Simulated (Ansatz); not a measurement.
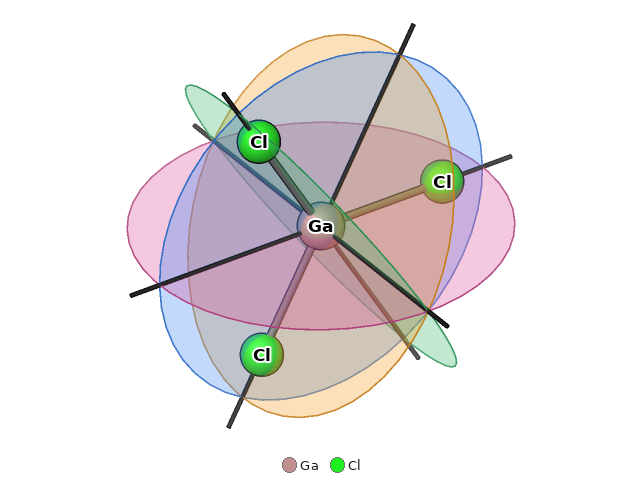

All proper rotation axes (lines) and mirror planes (discs) of the structure are drawn in. Distant atoms are faded towards the background colour. The computed structure is the end point of a PBE0-D4/def2-TZVP optimisation.

Question: What is the order of each axis, and which point group results?

Answer: It has 1 C3 axis, 3 C2 axes, 1 S3 axis and 4 mirror planes. Point group D3h. The group has 12 operations. The geometry is achiral, and symmetry forbids a dipole moment.
